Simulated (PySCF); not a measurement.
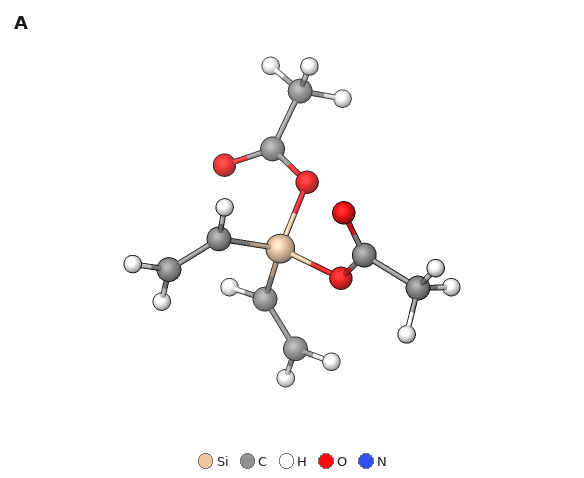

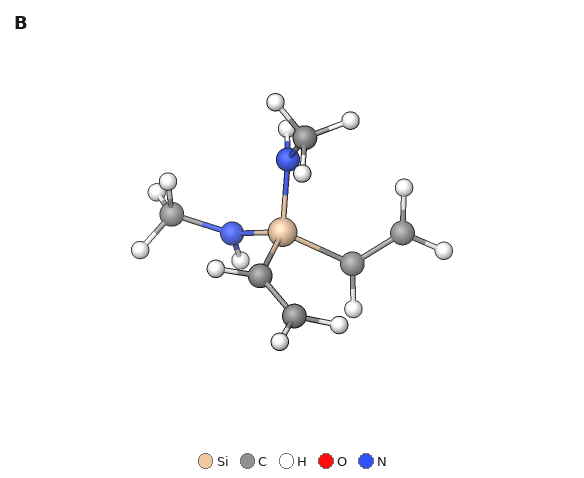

Two related species, optimised with PBE0-D3(BJ)/def2-SVP; properties computed with PySCF 2.14.0. Both: charge 0, singlet.

Question. Identify both.

Answer. A is Si(vinyl)2(OAc)2 (C=C[Si](C=C)(OC(C)=O)OC(C)=O), B is Si(vinyl)2(NHMe)2 (C=C[Si](C=C)(NC)NC).

Compare them. With CAM-B3LYP/def2-SVPD: dipole moment (D), HOMO–LUMO gap (eV), HOMO energy (Kohn–Sham orbital) (eV), lowest vertical singlet excitation (eV), mean static polarisability (bohr³). With PBE0/pcSseg-1: shielding of Si (ppm), Hirshfeld charge of Si (e), IAO charge of Si (e). With PBE0-D3(BJ)/def2-SVP: mean Si–C length (Å).

| quantity | A | B |
| --- | --- | --- |
| dipole moment (D) | 2.22 | 0.34 |
| HOMO–LUMO gap (eV) | 9.63 | 8.69 |
| HOMO energy (Kohn–Sham orbital) (eV) | −9.35 | −7.83 |
| lowest vertical singlet excitation (eV) | 5.80 | 5.66 |
| mean static polarisability (bohr³) | 129.1 | 113.7 |
| shielding of Si (ppm) | 371.2 | 374.2 |
| Hirshfeld charge of Si (e) | 0.47 | 0.42 |
| IAO charge of Si (e) | 1.40 | 1.24 |
| mean Si–C length (Å) | 1.848 | 1.876 |

Each is one conformer, and no frequency run is at hand to confirm it as a minimum.
